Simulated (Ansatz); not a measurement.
## Run report: C2H8B2OSi, geometry relaxation (part 1 of 2)

The run: geometry relaxation of C2H8B2OSi. Method and program: RKS BLYP-D4/def2-SVP (Ansatz 0.2.0).

It belongs to a series of runs on one base structure; here: end point B relaxed. Figures and captions count atoms from 1; the log counts them from 0 in places.

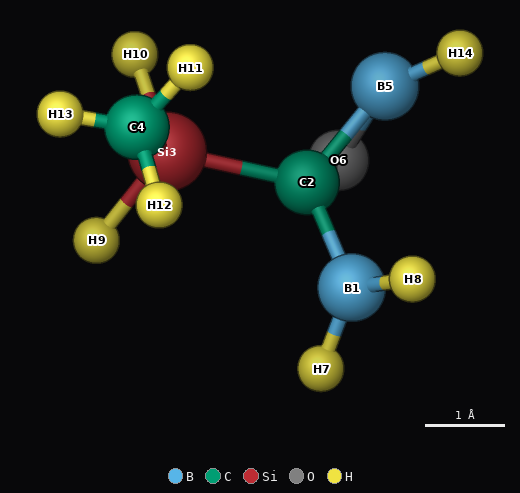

Figure 1. The structure as given in the input (ball-and-stick view, seen at a tilt; atoms are numbered from 1 in the order of the input). Bond lengths as drawn: B–C 1.56 to 1.58 Å, B–H 1.14 to 1.23 Å, B–O 1.53 Å, C–H 1.00 to 1.16 Å, C–O 1.38 Å, C–Si 1.84 to 1.88 Å and H–Si 1.48 to 1.52 Å.

**Summary**

| quantity | value |
| --- | --- |
| outcome | converged |
| total energy | −13472.3838 eV |
| mean-field energy | −13471.6996 eV |
| largest force (length of the vector) at the end | 0.015 eV/Å |
| hardware | 2 threads of Intel Xeon (Granite Rapids), 16 GiB of memory available, shared host |
| wall time | 29 s (CPU time 56 s) |
| peak memory | 0.19 GiB |

**Input file**
```yaml
crystal:
  periodic: [false, false, false]
  atoms:
    - { symbol: B, position_ang: [-1.9257, 0.2324, 0.2016] }
    - { symbol: C, position_ang: [-0.5605, 0.7449, -0.347] }
    - { symbol: Si, position_ang: [-0.025, 0.18801, -2.01195] }
    - { symbol: C, position_ang: [-1.12884, 0.85148, -3.37663] }
    - { symbol: B, position_ang: [0.01137, 2.12592, 0.17977] }
    - { symbol: O, position_ang: [0.47305, 0.7209, 0.57293] }
    - { symbol: H, position_ang: [-2.1517, -0.8698, 0.3737] }
    - { symbol: H, position_ang: [-2.8302, 1.0627, 0.262] }
    - { symbol: H, position_ang: [0.00265, -1.33411, -2.09637] }
    - { symbol: H, position_ang: [1.34606, 0.65709, -2.32825] }
    - { symbol: H, position_ang: [-1.20302, 1.92974, -3.28483] }
    - { symbol: H, position_ang: [-2.1911, 0.44156, -3.14287] }
    - { symbol: H, position_ang: [-0.86621, 0.51173, -4.27812] }
    - { symbol: H, position_ang: [-0.4242, 3.13558, 0.52654] }
basis:
  gaussian: { orbitals: def2-SVP }
hamiltonian:
  xc: blyp
  dispersion: d4
relax:
  f_tol: 0.015
  max_steps: 40
```

Run as:
```bash
ansatz run input.yaml --threads 2 --pin off --max-ram 3072MiB --backend cpu --events-out ev --progress --plain --runs-dir out
```

**The program's output**
```
The last accepted step is kept in [file] (removed where the run ends without a failure and the disk answers)
Engine: ansatz 0.2.0, x86_64-unknown-linux-gnu
Functional definition: BLYP
  parameter beta = 0.0042
  parameter a = 0.04918
  parameter b = 0.132
  parameter c = 0.2533
  parameter d = 0.349
  exchange = b88_x(beta = beta)
  correlation = lyp_c(a = a, b = b, c = c, d = d)
1427 factors; their error is unknown
mean field evaluation 1: about -13454.9408 eV, gradient 7.6e1 eV
mean field evaluation 2: about -13389.8732 eV, gradient 1.6e2 eV
mean field evaluation 4: about -13468.8513 eV, gradient 1.0e1 eV
mean field evaluation 8: about -13469.2128 eV, gradient 1.8e-1 eV
mean field evaluation 16: about -13469.1378 eV, gradient 1.9e-3 eV
mean field -13469.13783813 eV, -494.9816858419 hartree, gradient 2.4e-5 eV, S^2 0.000000; 0 other end points of the search recorded, 0 dependent functions left out
the calculation of the forces begins
reference -13469.13822937 eV, -494.9817002196 hartree; 26, 26 occupied and 102, 102 virtual orbitals, 1427 factors
relax step   1: F+E_penalty+E_count = -13469.82995277 eV  Δ(F+E_penalty+E_count) = +0.000e0 eV  max|allowed force component| = 6.109e0 eV/Å  Δτ_max = 0.0000 Å  (31 SCF iters, accepted)
these checks for a lower state are left out or cut short: starts, cluster_reference, orbital_swaps, neighbouring_geometries, increment
1427 factors; their error is unknown
mean field -13470.52418763 eV, -495.0326332460 hartree, gradient 9.4e-6 eV, S^2 0.000000; 0 other end points of the search recorded, 0 dependent functions left out
[... from here on the field's lines of each further geometry are left out, up to the last ...]
relax step   2: F+E_penalty+E_count = -13471.20803197 eV  Δ(F+E_penalty+E_count) = -1.378e0 eV  max|allowed force component| = 2.959e0 eV/Å  Δτ_max = 0.1986 Å  (37 SCF iters, accepted)
relax step   3: F+E_penalty+E_count = -13471.72106987 eV  Δ(F+E_penalty+E_count) = -5.130e-1 eV  max|allowed force component| = 1.381e0 eV/Å  Δτ_max = 0.1995 Å  (31 SCF iters, accepted)
relax step   4: F+E_penalty+E_count = -13471.92728525 eV  Δ(F+E_penalty+E_count) = -2.062e-1 eV  max|allowed force component| = 7.532e-1 eV/Å  Δτ_max = 0.2000 Å  (36 SCF iters, accepted)
relax step   5: F+E_penalty+E_count = -13472.10590883 eV  Δ(F+E_penalty+E_count) = -1.786e-1 eV  max|allowed force component| = 4.657e-1 eV/Å  Δτ_max = 0.1950 Å  (31 SCF iters, accepted)
relax step   6: F+E_penalty+E_count = -13472.21193003 eV  Δ(F+E_penalty+E_count) = -1.060e-1 eV  max|allowed force component| = 5.077e-1 eV/Å  Δτ_max = 0.1932 Å  (30 SCF iters, accepted)
relax step   7: F+E_penalty+E_count = -13472.30086896 eV  Δ(F+E_penalty+E_count) = -8.894e-2 eV  max|allowed force component| = 3.561e-1 eV/Å  Δτ_max = 0.1999 Å  (31 SCF iters, accepted)
relax step   8: F+E_penalty+E_count = -13472.35284822 eV  Δ(F+E_penalty+E_count) = -5.198e-2 eV  max|allowed force component| = 2.019e-1 eV/Å  Δτ_max = 0.1998 Å  (31 SCF iters, accepted)
relax step   9: F+E_penalty+E_count = -13472.37616067 eV  Δ(F+E_penalty+E_count) = -2.331e-2 eV  max|allowed force component| = 1.360e-1 eV/Å  Δτ_max = 0.1999 Å  (30 SCF iters, accepted)
relax step  10: F+E_penalty+E_count = -13472.37874424 eV  Δ(F+E_penalty+E_count) = -2.584e-3 eV  max|allowed force component| = 1.046e-1 eV/Å  Δτ_max = 0.0355 Å  (31 SCF iters, accepted)
relax step  11: F+E_penalty+E_count = -13472.37986312 eV  Δ(F+E_penalty+E_count) = -1.119e-3 eV  max|allowed force component| = 1.394e-1 eV/Å  Δτ_max = 0.0799 Å  (30 SCF iters, accepted)
relax step  12: F+E_penalty+E_count = -13472.38112942 eV  Δ(F+E_penalty+E_count) = -1.266e-3 eV  max|allowed force component| = 1.186e-1 eV/Å  Δτ_max = 0.0221 Å  (31 SCF iters, accepted)
relax step  13: F+E_penalty+E_count = -13472.38210211 eV  Δ(F+E_penalty+E_count) = -9.727e-4 eV  max|allowed force component| = 1.068e-1 eV/Å  Δτ_max = 0.0518 Å  (31 SCF iters, accepted)
relax step  14: F+E_penalty+E_count = -13472.38270954 eV  Δ(F+E_penalty+E_count) = -6.074e-4 eV  max|allowed force component| = 1.347e-1 eV/Å  Δτ_max = 0.0354 Å  (31 SCF iters, accepted)
relax step  15: F+E_penalty+E_count = -13472.38327367 eV  Δ(F+E_penalty+E_count) = -5.641e-4 eV  max|allowed force component| = 2.589e-2 eV/Å  Δτ_max = 0.0116 Å  (32 SCF iters, accepted)
relax step  16: F+E_penalty+E_count = -13472.38323439 eV  Δ(F+E_penalty+E_count) = +3.928e-5 eV  max|allowed force component| = 4.192e-2 eV/Å  Δτ_max = 0.0035 Å  (25 SCF iters, rejected (line search))
relax step  17: F+E_penalty+E_count = -13472.38333152 eV  Δ(F+E_penalty+E_count) = -5.785e-5 eV  max|allowed force component| = 8.361e-3 eV/Å  Δτ_max = 0.0017 Å  (24 SCF iters, accepted)
relax step  18: F+E_penalty+E_count = -13472.38340525 eV  Δ(F+E_penalty+E_count) = -7.373e-5 eV  max|allowed force component| = 1.050e-2 eV/Å  Δτ_max = 0.0164 Å  (31 SCF iters, accepted)
the calculation of the forces begins
reference -13471.69955728 eV, -495.0758272840 hartree; 26, 26 occupied and 102, 102 virtual orbitals, 1427 factors
relax step  19: F+E_penalty+E_count = -13472.38344621 eV  Δ(F+E_penalty+E_count) = -4.096e-5 eV  max|allowed force component| = 1.103e-2 eV/Å  Δτ_max = 0.0186 Å  (31 SCF iters, accepted)
1427 factors; their error is unknown
mean field evaluation 160: about -13471.6992 eV, gradient 3.8e-2 eV
```

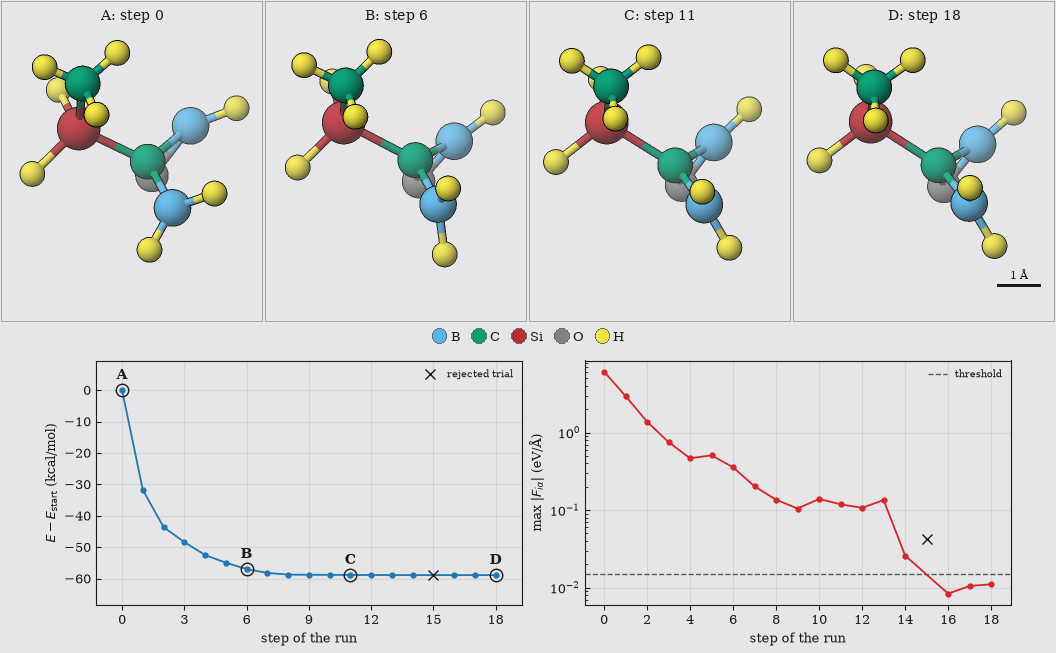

Figure 2. Frames of the relaxation (ball-and-stick view, seen at a tilt) above the curves, on which the letters mark them (the first geometry is step 0 here and step 1 in the log).

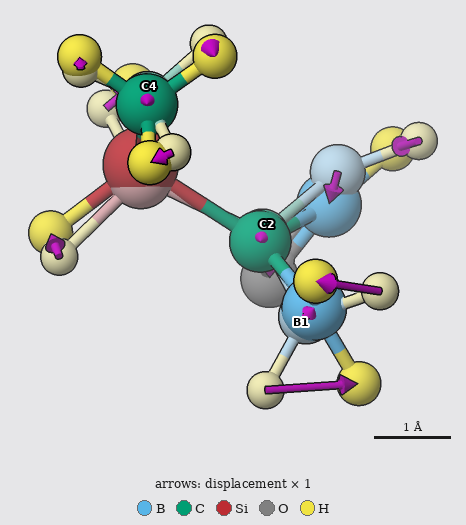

Figure 3. Start (faint) and end (solid) with the displacements as pink arrows, at true length (ball-and-stick view, seen at a tilt). The two geometries are laid on each other by the best rigid fit. The energy falls by 58.9 kcal/mol in 18 geometry steps. The largest force component goes from 6.1 to 0.011 eV/Å. The line search rejected the trial step at point 15 (counted from 0) and went back. H7 moves most after the best rigid fit: 1.30 Å. By element the largest moves are H 1.30 Å, B 0.48 Å, O 0.28 Å, C 0.18 Å, Si 0.16 Å. Among the contacts that change: C2–O6 1.384 → 1.662 Å, B5–O6 1.530 → 1.314 Å, C4–H13 0.999 → 1.109 Å, B1–H7 1.138 → 1.213 Å. Among the angles that change: C2–B5–O6 52.7° → 69.4°, B5–C2–O6 61.6° → 47.8°, C2–B5–H14 136.6° → 149.7°. (Atoms are counted from 1 in the order of the input.)

```
mean field -13471.69916379 eV, -495.0758128237 hartree, gradient 1.5e-5 eV, S^2 0.000000; 1 other end points of the search recorded, 0 dependent functions left out
the calculation of the forces begins
reference -13471.69955728 eV, -495.0758272840 hartree; 26, 26 occupied and 102, 102 virtual orbitals, 1427 factors
Total energy: -13472.38383970 eV, -495.1009741992 hartree
Atom 0 at    -2.080837     0.370356     0.118107 Å, force    -0.006346     0.008939     0.010570 eV/Å
Atom 1 at    -0.678404     0.643561    -0.376990 Å, force    -0.001631     0.007538     0.003058 eV/Å
Atom 2 at     0.016164     0.304747    -2.116958 Å, force     0.000362    -0.005059     0.004998 eV/Å
Atom 3 at    -1.293061     0.773894    -3.402269 Å, force    -0.005720     0.001776    -0.004084 eV/Å
Atom 4 at     0.099722     1.731736     0.462108 Å, force    -0.000635    -0.005685    -0.005155 eV/Å
Atom 5 at     0.508221     0.523658     0.780137 Å, force     0.004689    -0.003653     0.003022 eV/Å
Atom 6 at    -2.309004     0.060213     1.268041 Å, force     0.001825    -0.001160    -0.011027 eV/Å
Atom 7 at    -3.002976     0.525402    -0.658832 Å, force     0.002702    -0.005970    -0.000970 eV/Å
Atom 8 at     0.382224    -1.146886    -2.228841 Å, force     0.000686     0.002229    -0.000889 eV/Å
Atom 9 at     1.267093     1.114233    -2.308102 Å, force    -0.000954     0.002291    -0.000180 eV/Å
Atom 10 at    -1.590710     1.836589    -3.296327 Å, force     0.001256    -0.003109     0.000478 eV/Å
Atom 11 at    -2.201421     0.149625    -3.287780 Å, force     0.002494     0.001478     0.000832 eV/Å
Atom 12 at    -0.897916     0.626753    -4.428101 Å, force     0.000880    -0.000023     0.000119 eV/Å
Atom 13 at     0.307566     2.884220     0.726326 Å, force     0.000392     0.000408    -0.000771 eV/Å
Dipole moment:    -0.099488     0.239574    -0.299769 e Å
```

**Trajectory as extended XYZ (Å, eV, eV/Å), 19 frames, from step=1 to step=19**
```
14
Properties=species:S:1:pos:R:3:forces:R:3 step=1 energy=-13469.82995
B    -1.9257    0.2324    0.2016   -0.5267   2.2978  -1.0217
C    -0.5605    0.7449   -0.3470   -2.1885   1.4111  -1.9182
Si   -0.0250    0.1880   -2.0120    0.1496  -1.0705  -1.5309
C    -1.1288    0.8515   -3.3766   -3.0154   0.1354   4.8015
B     0.0114    2.1259    0.1798   -0.5900  -6.1086   0.4408
O     0.4731    0.7209    0.5729    2.8809   3.6843   2.6530
H    -2.1517   -0.8698    0.3737   -0.1918  -1.9292   0.7332
H    -2.8302    1.0627    0.2620   -0.0264  -0.3409   0.1079
H     0.0027   -1.3341   -2.0964    0.0114   0.2489   0.0590
H     1.3461    0.6571   -2.3283    0.4512   0.1952   0.2565
H    -1.2030    1.9297   -3.2848    0.0419   0.7742  -0.2869
H    -2.1911    0.4416   -3.1429    1.0979   0.5095  -0.4297
H    -0.8662    0.5117   -4.2781    1.2717  -1.3001  -4.3486
H    -0.4242    3.1356    0.5265    0.6343   1.4930   0.4840
14
Properties=species:S:1:pos:R:3:forces:R:3 step=2 energy=-13471.20803
B    -1.9864    0.2341    0.0789    0.2452  -0.0379   1.3086
C    -0.5629    0.7286   -0.3700   -1.6018   0.9980  -1.4572
Si   -0.0036    0.1723   -2.0625    0.3556  -0.4016  -0.6011
C    -1.1743    0.8403   -3.3861   -1.0058  -0.1973   1.3313
B    -0.0519    2.0625    0.2292   -0.0477  -2.9585   0.7782
O     0.4822    0.7790    0.6487    0.6612   2.5169   1.0807
H    -2.1097   -0.8907    0.5667   -0.0083   0.2447  -0.2627
H    -2.9101    1.0254    0.2177   -0.0958  -0.2724  -0.5848
H     0.0308   -1.3385   -2.1208    0.0161   0.1165  -0.0285
H     1.3944    0.6808   -2.2764    0.0194   0.0204   0.0042
H    -1.2284    1.9368   -3.3088    0.0648   0.2531  -0.2299
H    -2.2156    0.4548   -3.1867    0.4480   0.1511  -0.1507
H    -0.8867    0.5066   -4.3662    0.3033  -0.1450  -1.0930
H    -0.2512    3.2061    0.5869    0.6459  -0.2880  -0.0951
14
Properties=species:S:1:pos:R:3:forces:R:3 step=3 energy=-13471.72107
B    -1.9762    0.2471    0.1825   -0.4772  -0.5980  -0.3773
C    -0.5923    0.7533   -0.3782   -1.3805   0.1108  -0.5298
Si   -0.0016    0.1657   -2.0822    0.0683   0.0335  -0.1001
C    -1.2034    0.8334   -3.3868    0.1411  -0.0093  -0.1437
B    -0.0788    2.0178    0.2845    0.2291   0.7391   0.4280
O     0.4908    0.8650    0.6966    0.7841   0.1700   0.8392
H    -2.0965   -0.9190    0.6270    0.1481   0.8431   0.0916
H    -3.0062    0.9500    0.0599    0.5899  -0.4670  -0.0122
H     0.0405   -1.3365   -2.1343    0.0040   0.0209   0.0056
H     1.4013    0.6908   -2.2722   -0.1402  -0.0214  -0.0078
H    -1.2404    1.9419   -3.3357    0.0254  -0.0563  -0.1008
H    -2.2282    0.4569   -3.2096   -0.0849  -0.0596   0.0142
H    -0.8963    0.5156   -4.4101   -0.0635   0.1337   0.1474
H    -0.0861    3.2160    0.6092    0.1564  -0.8396  -0.2541
14
Properties=species:S:1:pos:R:3:forces:R:3 step=4 energy=-13471.92728
B    -1.9902    0.2855    0.1346   -0.5593  -0.2257  -0.3853
C    -0.6404    0.8187   -0.4017   -0.6205  -0.3251  -0.2308
Si    0.0046    0.2312   -2.0964    0.0390  -0.0079  -0.0515
C    -1.2289    0.8062   -3.4162    0.0620   0.0326  -0.1141
B    -0.0111    1.9661    0.3681    0.0993   0.1500   0.7532
O     0.3863    0.7478    0.8102    0.6716   0.6197   0.0098
H    -2.0347   -0.7910    0.7326    0.0724   0.5015   0.0700
H    -3.0367    0.8842   -0.1098    0.1993  -0.2470  -0.0311
H     0.1022   -1.2683   -2.1127    0.0183   0.0191   0.0205
H     1.3789    0.8045   -2.3087   -0.0553  -0.0011   0.0107
H    -1.3003    1.9140   -3.4313   -0.0046  -0.0541  -0.0297
H    -2.2346    0.4030   -3.1868   -0.0579  -0.0062  -0.0281
H    -0.9429    0.4543   -4.4341   -0.0130   0.0650   0.1738
H     0.0744    3.1420    0.7029    0.1487  -0.5210  -0.1675
14
Properties=species:S:1:pos:R:3:forces:R:3 step=5 energy=-13472.10591
B    -2.0237    0.2835    0.0854   -0.1632  -0.0813   0.2741
C    -0.6670    0.8257   -0.4057   -0.4643  -0.1962   0.0244
Si    0.0015    0.2559   -2.1037   -0.0363   0.1741   0.0103
C    -1.2445    0.8017   -3.4247    0.0502   0.0254  -0.0973
B    -0.0150    1.9280    0.4472    0.4199  -0.0395   0.0642
O     0.4525    0.7265    0.7990    0.1278   0.1827  -0.0613
H    -2.0224   -0.6634    0.8795   -0.1188   0.4657  -0.1810
H    -3.0848    0.8058   -0.2659    0.3356  -0.3580  -0.1424
H     0.1308   -1.2406   -2.1017   -0.0012   0.0247   0.0199
H     1.3616    0.8523   -2.3206   -0.0222   0.0091   0.0068
H    -1.3313    1.9078   -3.4639   -0.0081  -0.0557   0.0326
H    -2.2448    0.3835   -3.1955   -0.0310   0.0145  -0.0299
H    -0.9477    0.4467   -4.4350   -0.0005   0.0029   0.0753
H     0.1614    3.0847    0.7561   -0.0879  -0.1684   0.0043
```
